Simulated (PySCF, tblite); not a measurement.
# C4H9NSSi: dynamics, then NMR shifts on frames

How do NMR shifts of C4H9NSSi (`[SiH3]S[C@H]1CC=NC1`) change as the atoms move?

The runs use tblite 0.8.0 and PySCF 2.14.0, with density-fitted response routines of our own; the level of theory stands in each step. All values are computed, except where a source is named. Atoms are numbered from 0 throughout.

## Step 1: The molecule as given

16 atoms, charge 0, multiplicity 1; geometry from: GFN2-xTB.

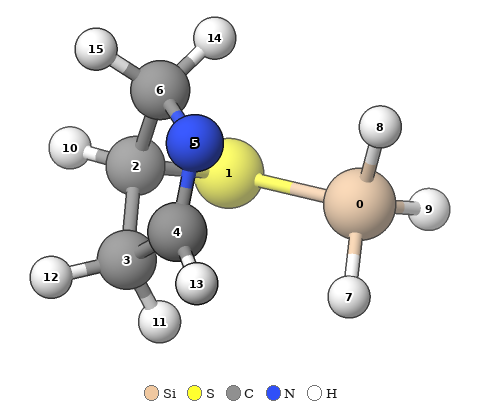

As it starts; silicon light orange, sulfur yellow, carbon grey, nitrogen blue, hydrogen white, atoms numbered.

## Step 2: A short Langevin run with GFN2-xTB

The job: settings as JSON, then the geometry in Å.

```
{"job": {"kind": "md", "xc": "GFN2-xTB", "basis": "xTB", "temperature": 200, "steps": 2000, "every": 50, "frames": 5}, "charge": 0, "multiplicity": 1}
Si     2.192466    -0.185767     0.792411
S      1.337160    -0.536556    -1.143828
C     -0.441708    -0.141875    -0.937631
C     -1.109353    -1.008785     0.132746
C     -1.208908    -0.034107     1.271501
N     -0.975948     1.170967     0.988142
C     -0.664670     1.291453    -0.413951
H      1.570604    -1.089159     1.755314
H      1.999744     1.203600     1.178506
H      3.582427    -0.524987     0.545610
H     -0.856575    -0.291956    -1.932289
H     -0.538406    -1.902993     0.382021
H     -2.111071    -1.320879    -0.175514
H     -1.476116    -0.327390     2.273911
H      0.205360     1.935396    -0.549163
H     -1.512605     1.771982    -0.911716
```

With the program's defaults for keys left out, this is: GFN2-xTB Langevin dynamics, gas phase.

On the command line:

```sh
$ OMP_NUM_THREADS=1 python probes_run.py task.json out
```

This one command runs all jobs of the session in turn.

Standard output:

```text
t/fs     T/K      E/eV
    0.0   162.6   -573.22502
   25.0   103.5   -573.06071
   50.0   122.3   -572.98642
   75.0   142.4   -572.95654
  100.0   203.5   -573.01844
  125.0   125.8   -572.84714
  150.0   215.1   -572.99202
  175.0   186.6   -572.97500
  200.0   185.5   -572.85451
  225.0   151.7   -572.76323
  250.0   263.1   -572.91803
  275.0   248.5   -572.91269
  300.0   213.2   -572.88372
  325.0   208.6   -572.87382
  350.0   213.9   -572.91091
  375.0   193.6   -572.85716
  400.0   136.9   -572.87004
  425.0   130.8   -572.70556
  450.0   211.3   -572.91712
  475.0   177.1   -572.83683
  500.0   202.0   -572.99133
  525.0   134.2   -572.79062
  550.0   213.5   -572.94444
  575.0   165.8   -572.95220
  600.0   200.4   -572.91786
  625.0   242.7   -572.96776
  650.0   191.4   -572.85718
  675.0   185.5   -572.83873
  700.0   206.8   -572.86469
  725.0   169.7   -572.90640
  750.0   185.1   -572.84863
  775.0   232.3   -572.90217
  800.0   185.7   -572.81387
  825.0   253.0   -572.94686
  850.0   177.4   -572.86685
  875.0   189.1   -572.77524
  900.0   232.5   -572.80907
  925.0   226.3   -572.81251
  950.0   235.6   -572.87729
  975.0   129.2   -572.68416
 1000.0   183.0   -572.74461
```

It took 22 s on 1 thread of Arm Neoverse N1, shared host; peak memory 0.18 GiB.

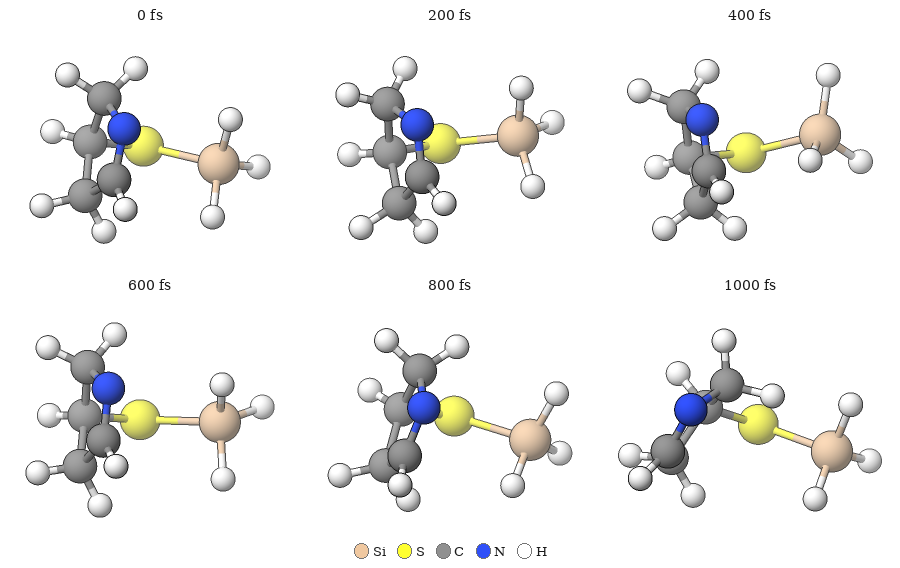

Frames of the run.

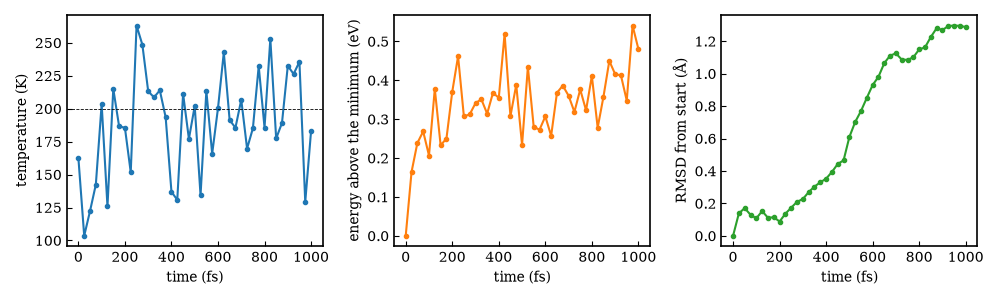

Temperature, potential energy and distance from the start.

Positions (Å) and forces (eV/Å) at 1000 fs:

```xyz
16

Si    2.301   -0.365    1.604   -0.176    0.325    0.883
S     1.388   -0.433   -0.271   -0.449    0.188   -1.594
C    -0.333    0.240   -0.200    0.494    0.628   -0.787
C    -1.317   -0.861    0.122    0.286   -0.148    1.232
C    -2.215   -0.133    1.104   -1.200   -1.376   -0.378
N    -1.939    1.060    1.336    1.036    0.370    0.904
C    -0.603    1.342    0.824    0.146    0.021    1.042
H     2.323    1.052    1.964    0.128   -0.048    0.209
H     3.640   -0.855    1.392    0.040   -0.176   -0.046
H     1.406   -1.140    2.467    0.247    0.048    0.138
H    -0.588    0.699   -1.186    0.654   -0.599    0.376
H    -0.762   -1.741    0.514   -0.685    0.362   -0.054
H    -1.909   -1.134   -0.721   -0.317   -0.471   -0.583
H    -3.160   -0.595    1.460    0.761    0.459   -0.261
H     0.163    1.371    1.667   -1.101   -0.166   -0.707
H    -0.623    2.327    0.405    0.136    0.583   -0.373
```

## Step 3: NMR shieldings: 250 fs, PBE0/pcSseg-1

The job: settings as JSON, then the geometry in Å.

```
{"job": {"kind": "nmr", "xc": "PBE0", "basis": "pcSseg-1", "pop": false}, "charge": 0, "multiplicity": 1}
Si     2.111700     0.271500     0.598300
S      1.004200    -0.765400    -0.934800
C     -0.791000    -0.668100    -0.583300
C     -1.277700    -1.307000     0.742600
C     -1.452600    -0.120500     1.604500
N     -1.459900     1.008500     1.012400
C     -1.248400     0.790600    -0.376400
H      1.964700    -0.489900     1.813600
H      1.516100     1.609700     0.749300
H      3.448200     0.425000     0.117500
H     -1.303500    -1.141400    -1.476700
H     -0.625100    -2.131000     1.197400
H     -2.191100    -1.831700     0.597400
H     -1.490500    -0.177500     2.672800
H     -0.432400     1.469000    -0.691300
H     -2.194000     1.054200    -0.899100
```

With the program's defaults for keys left out, this is: GIAO PBE0/pcSseg-1 NMR shielding, non-relativistic, gas phase.

Standard output:

```text
coarse grid: 14240 points
cycle   1  E = -899.6127297529  dE =  8.148e-01  |g| = 3.448e-01  |ddm| = 3.637e+00
cycle   2  E = -899.5932619358  dE =  1.947e-02  |g| = 4.769e-01  |ddm| = 8.924e-01
cycle   3  E = -899.6441109813  dE = -5.085e-02  |g| = 1.097e-01  |ddm| = 4.854e-01
cycle   4  E = -899.6465081860  dE = -2.397e-03  |g| = 3.845e-02  |ddm| = 1.135e-01
cycle   5  E = -899.6468490023  dE = -3.408e-04  |g| = 4.155e-03  |ddm| = 4.091e-02
cycle   6  E = -899.6468527529  dE = -3.751e-06  |g| = 1.121e-03  |ddm| = 6.364e-03
final grid: 127848 points
cycle   7  E = -899.6893785751  dE = -3.331e-05  |g| = 7.919e-03  |ddm| = 3.472e-02
cycle   8  E = -899.6893664499  dE =  1.213e-05  |g| = 1.051e-02  |ddm| = 1.878e-02
cycle   9  E = -899.6893942410  dE = -2.779e-05  |g| = 8.037e-04  |ddm| = 1.125e-02
cycle  10  E = -899.6893943846  dE = -1.436e-07  |g| = 3.049e-04  |ddm| = 1.090e-03
cycle  11  E = -899.6893944061  dE = -2.153e-08  |g| = 8.963e-05  |ddm| = 3.310e-04
cycle  12  E = -899.6893944074  dE = -1.264e-09  |g| = 5.310e-05  |ddm| = 1.059e-04
cycle  13  E = -899.6893944080  dE = -6.246e-10  |g| = 3.757e-06  |ddm| = 4.897e-05
converged SCF energy = -899.6893944080

GIAO shielding tensors (ppm)
atom      isotropic    diamagn.    paramagn.     s11        s22        s33       span
  0 Si     415.973     880.201    -464.228    390.588    395.719    461.612     71.024
  1 S      596.055    1058.176    -462.122    345.331    547.893    894.940    549.609
  2 C      137.252     249.699    -112.446    118.169    143.923    149.665     31.495
  3 C      138.761     252.010    -113.250    111.095    135.393    169.794     58.698
  4 C       17.675     255.726    -238.051    -83.159     26.856    109.328    192.486
  5 N     -122.280     328.188    -450.468   -471.753   -119.390    224.302    696.056
  6 C      110.387     249.208    -138.821     76.267    115.289    139.604     63.337
  7 H       27.615      30.203      -2.588     23.441     26.038     33.367      9.926
  8 H       27.328      29.680      -2.353     23.650     26.551     31.782      8.132
  9 H       27.809      29.436      -1.627     24.046     25.271     34.109     10.063
 10 H       27.259      30.825      -3.566     22.337     24.914     34.526     12.189
 11 H       27.986      30.024      -2.039     24.383     27.054     32.519      8.136
 12 H       29.239      30.705      -1.466     25.105     26.411     36.200     11.095
 13 H       24.380      30.471      -6.091     22.928     24.371     25.841      2.913
 14 H       27.129      30.889      -3.759     23.553     27.083     30.752      7.199
 15 H       26.668      29.374      -2.706     22.722     25.128     32.152      9.430
```

Wall time 49 s (1 thread of Arm Neoverse N1, shared host); peak memory 0.82 GiB.

The references, computed at this level on geometries of the same kind, shield at (ppm): 1H TMS 31.72, 13C TMS 186.9, 29Si TMS 349.2, 15N NH3 267.7, 33S CS2 504. Their shielding less the atom's gives the shift. The references are single molecules in the gas phase, so shifts against H2O, NH3, PH3, H3PO4 or CFCl3 are not on the usual liquid scales and can be off by tens of ppm. Each atom is listed at this fixed geometry, with no averaging over motion; a spectrum would average atoms that exchange fast.

```csv
atoms,environment,σ (ppm),δ (ppm)
C4,C=N carbon,17.7,169.3
C6,sp3 CH2 bonded to N,110.4,76.5
C2,sp3 CH bonded to S,137.3,49.7
C3,sp3 CH2 in a ring,138.8,48.2
H13,hydrogen on a C=N carbon,24.38,7.34
H15,hydrogen on an sp3 CH2 bonded to N,26.67,5.05
H14,hydrogen on an sp3 CH2 bonded to N,27.13,4.59
H10,hydrogen on an sp3 CH bonded to S,27.26,4.46
H8,hydrogen on a silicon bonded to S,27.33,4.39
H7,hydrogen on a silicon bonded to S,27.61,4.10
H9,hydrogen on a silicon bonded to S,27.81,3.91
H11,hydrogen on an sp3 CH2 in a ring,27.99,3.73
H12,hydrogen on an sp3 CH2 in a ring,29.24,2.48
Si0,"silicon bonded to S, 3 H",416.0,-66.8
S1,"sulfur bonded to C, Si",596,-92
N5,imine nitrogen,-122.3,390.0
```

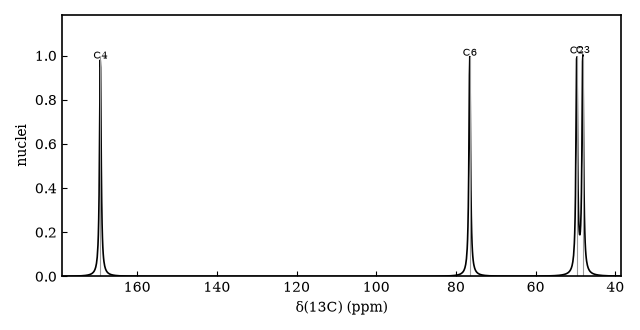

13C lines at the computed shifts, without couplings. Lines are broadened to a width of 0.48 ppm (Lorentzian).

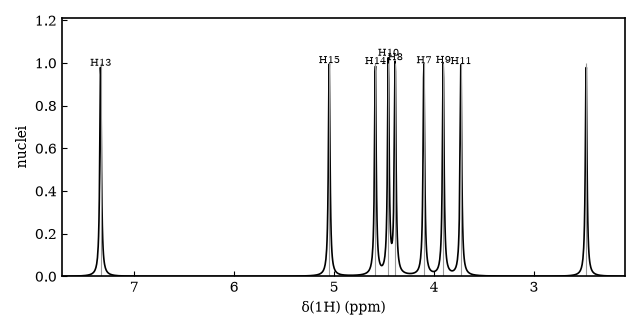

1H lines at the computed shifts, without couplings. Lines are broadened to a width of 0.02 ppm (Lorentzian).

Ring of atoms C2, C3, C4, N5, C6: NICS(0) -2.8, NICS(1) -5.0, NICS(1)zz -9.2 ppm (means of both faces; NICS(1) differs between them: -6.1 and -3.9).

Orbitals, density, ELF and potential are computed afterwards from the orbital file.

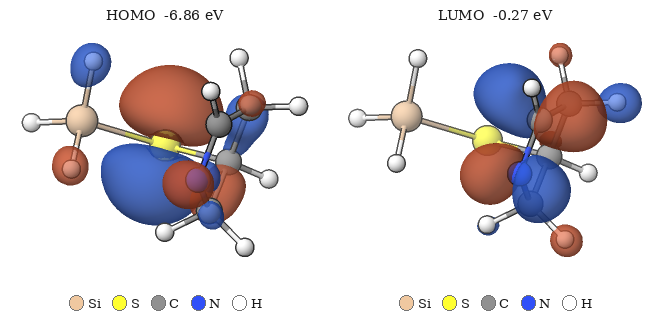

Frontier orbitals at PBE0/pcSseg-1; each surface holds 70 % of the orbital's density, blue and red mark the sign.

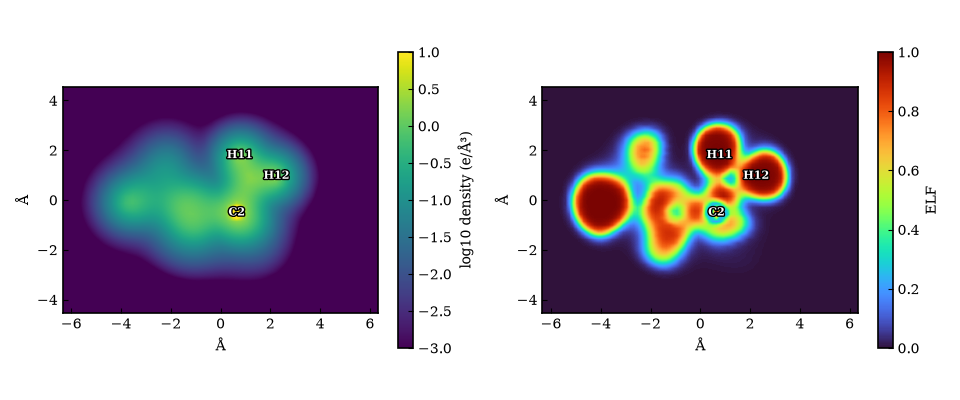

Density (left) and ELF (right) in a plane through or near 3 of the atoms.

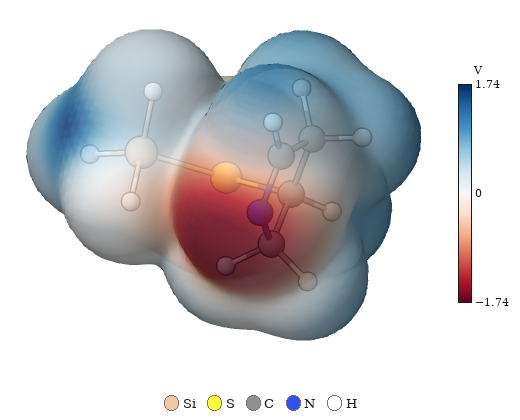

The potential that a unit positive charge feels on the 0.002 e/bohr³ surface, from -1.74 V near N5 to 1.23 V near H9.

## Step 4: Shielding tensors: 425 fs, PBE0/pcSseg-1

The job: settings as JSON, then the geometry in Å.

```
{"job": {"kind": "nmr", "xc": "PBE0", "basis": "pcSseg-1", "pop": false}, "charge": 0, "multiplicity": 1}
Si     1.711300     0.113200     1.007100
S      0.770300    -0.984500    -0.630500
C     -0.986200    -0.773000    -0.325000
C     -1.467800    -1.340800     1.019000
C     -1.942500    -0.103800     1.748800
N     -2.005700     0.896800     0.990700
C     -1.541700     0.762600    -0.314400
H      0.921700     0.270500     2.208700
H      2.053700     1.537700     0.513600
H      2.921200    -0.703600     1.323200
H     -1.400000    -1.353800    -1.135700
H     -0.698700    -1.853500     1.556800
H     -2.341300    -2.023700     0.928700
H     -2.244000    -0.004100     2.815300
H     -0.854900     1.504900    -0.611400
H     -2.426600     0.845500    -1.034900
```

With the program's defaults for keys left out, this is: GIAO PBE0/pcSseg-1 NMR shielding, non-relativistic, gas phase.

Standard output:

```text
coarse grid: 14240 points
cycle   1  E = -899.6014649522  dE =  7.795e-01  |g| = 3.688e-01  |ddm| = 3.641e+00
cycle   2  E = -899.5737445466  dE =  2.772e-02  |g| = 5.292e-01  |ddm| = 9.051e-01
cycle   3  E = -899.6362253823  dE = -6.248e-02  |g| = 1.045e-01  |ddm| = 5.127e-01
cycle   4  E = -899.6384370095  dE = -2.212e-03  |g| = 3.700e-02  |ddm| = 1.160e-01
cycle   5  E = -899.6387636143  dE = -3.266e-04  |g| = 4.826e-03  |ddm| = 4.190e-02
cycle   6  E = -899.6387683848  dE = -4.771e-06  |g| = 2.124e-03  |ddm| = 7.590e-03
final grid: 127848 points
cycle   7  E = -899.6818544179  dE = -3.000e-05  |g| = 8.121e-03  |ddm| = 2.883e-02
cycle   8  E = -899.6818392901  dE =  1.513e-05  |g| = 1.120e-02  |ddm| = 1.843e-02
cycle   9  E = -899.6818706340  dE = -3.134e-05  |g| = 7.157e-04  |ddm| = 1.135e-02
cycle  10  E = -899.6818707423  dE = -1.083e-07  |g| = 2.713e-04  |ddm| = 9.500e-04
cycle  11  E = -899.6818707595  dE = -1.720e-08  |g| = 7.770e-05  |ddm| = 3.091e-04
cycle  12  E = -899.6818707605  dE = -1.002e-09  |g| = 4.861e-05  |ddm| = 1.013e-04
cycle  13  E = -899.6818707610  dE = -4.982e-10  |g| = 4.646e-06  |ddm| = 3.895e-05
converged SCF energy = -899.6818707610

GIAO shielding tensors (ppm)
atom      isotropic    diamagn.    paramagn.     s11        s22        s33       span
  0 Si     407.384     878.955    -471.571    365.009    395.093    462.051     97.042
  1 S      615.024    1058.595    -443.571    436.352    567.188    841.533    405.181
  2 C      146.048     250.311    -104.263    115.138    155.584    167.423     52.285
  3 C      133.790     252.654    -118.865    103.703    134.391    163.275     59.572
  4 C       17.884     258.562    -240.677    -78.532     35.485     96.701    175.234
  5 N     -133.746     329.076    -462.822   -533.579    -98.588    230.929    764.508
  6 C      112.693     246.400    -133.707     78.245    108.059    151.775     73.530
  7 H       27.574      30.425      -2.852     23.339     28.234     31.149      7.810
  8 H       26.116      27.807      -1.691     22.270     24.160     31.917      9.647
  9 H       26.810      28.132      -1.322     22.891     24.446     33.094     10.203
 10 H       28.484      32.782      -4.298     23.474     26.348     35.628     12.154
 11 H       30.012      32.357      -2.345     25.942     30.772     33.321      7.378
 12 H       28.329      29.448      -1.119     24.141     25.724     35.122     10.981
 13 H       23.462      28.644      -5.182     21.766     22.934     25.686      3.921
 14 H       28.046      31.650      -3.604     25.254     27.896     30.988      5.735
 15 H       26.092      27.920      -1.828     22.278     24.328     31.668      9.390
```

Wall time 38 s (1 thread of Arm Neoverse N1, shared host); peak memory 0.84 GiB.

Key values: δ C4 169.0, C6 74.2, C3 53.1, C2 40.9, H13 8.25, H15 5.63 ppm.

## Step 5: Nuclear shieldings: 625 fs, PBE0/pcSseg-1

The job: settings as JSON, then the geometry in Å.

```
{"job": {"kind": "nmr", "xc": "PBE0", "basis": "pcSseg-1", "pop": false}, "charge": 0, "multiplicity": 1}
Si     1.863100    -0.312600     1.105800
S      0.918800    -0.920000    -0.702000
C     -0.918500    -0.580900    -0.634900
C     -1.607100    -1.304600     0.600300
C     -1.808700    -0.148000     1.560300
N     -1.588900     1.009000     1.068500
C     -1.213900     0.916000    -0.309500
H      1.445700     1.025000     1.305900
H      3.275500    -0.459300     0.680700
H      1.517400    -1.171800     2.260600
H     -1.305100    -0.974800    -1.564900
H     -0.986800    -2.058100     1.018300
H     -2.576400    -1.682100     0.342400
H     -2.198100    -0.363200     2.553800
H     -0.385000     1.562100    -0.517400
H     -2.009700     1.328900    -0.950800
```

Level: GIAO PBE0/pcSseg-1 NMR shielding, non-relativistic, gas phase.

Standard output:

```text
coarse grid: 14240 points
cycle   1  E = -899.6121973002  dE =  7.458e-01  |g| = 3.518e-01  |ddm| = 3.627e+00
cycle   2  E = -899.5908402768  dE =  2.136e-02  |g| = 4.907e-01  |ddm| = 8.843e-01
cycle   3  E = -899.6447288740  dE = -5.389e-02  |g| = 1.105e-01  |ddm| = 4.765e-01
cycle   4  E = -899.6471434292  dE = -2.415e-03  |g| = 3.990e-02  |ddm| = 1.146e-01
cycle   5  E = -899.6475079637  dE = -3.645e-04  |g| = 5.289e-03  |ddm| = 4.176e-02
cycle   6  E = -899.6475127914  dE = -4.828e-06  |g| = 2.689e-03  |ddm| = 7.029e-03
final grid: 127848 points
cycle   7  E = -899.6905969394  dE = -3.716e-05  |g| = 5.771e-03  |ddm| = 3.152e-02
cycle   8  E = -899.6905940574  dE =  2.882e-06  |g| = 6.617e-03  |ddm| = 1.248e-02
cycle   9  E = -899.6906050671  dE = -1.101e-05  |g| = 4.437e-04  |ddm| = 7.348e-03
cycle  10  E = -899.6906051128  dE = -4.573e-08  |g| = 1.819e-04  |ddm| = 7.673e-04
cycle  11  E = -899.6906051196  dE = -6.753e-09  |g| = 7.913e-05  |ddm| = 2.222e-04
cycle  12  E = -899.6906051209  dE = -1.371e-09  |g| = 2.712e-05  |ddm| = 7.910e-05
cycle  13  E = -899.6906051211  dE = -1.569e-10  |g| = 5.104e-06  |ddm| = 2.414e-05
converged SCF energy = -899.6906051211

GIAO shielding tensors (ppm)
atom      isotropic    diamagn.    paramagn.     s11        s22        s33       span
  0 Si     416.144     880.228    -464.085    379.474    414.778    454.180     74.706
  1 S      583.733    1058.924    -475.191    320.088    538.550    892.562    572.473
  2 C      136.769     250.589    -113.819    116.563    143.341    150.405     33.842
  3 C      132.054     254.516    -122.462    101.775    133.427    160.960     59.185
  4 C       13.958     256.459    -242.501    -86.119     22.829    105.166    191.285
  5 N     -126.924     326.134    -453.058   -502.065    -94.679    215.971    718.036
  6 C      115.230     247.440    -132.210     78.982    113.969    152.739     73.758
  7 H       27.772      30.643      -2.870     23.938     26.703     32.677      8.739
  8 H       27.040      28.665      -1.625     23.024     24.861     33.234     10.210
  9 H       27.185      29.364      -2.179     23.355     25.477     32.723      9.369
 10 H       28.280      32.569      -4.288     23.611     26.022     35.208     11.597
 11 H       29.775      33.003      -3.228     25.706     29.788     33.831      8.125
 12 H       29.143      31.039      -1.896     24.891     26.799     35.739     10.847
 13 H       23.734      29.632      -5.898     21.899     23.253     26.048      4.149
 14 H       27.690      31.593      -3.903     24.450     27.316     31.305      6.855
 15 H       27.049      29.232      -2.183     23.113     25.279     32.755      9.642
```

Run time: 37 s. Hardware: 1 thread of Arm Neoverse N1, shared host; peak memory 0.84 GiB.

Key values: δ C4 173.0, C6 71.7, C3 54.9, C2 50.2, H13 7.98, H8 4.68 ppm.

[end of part 1 of 2]
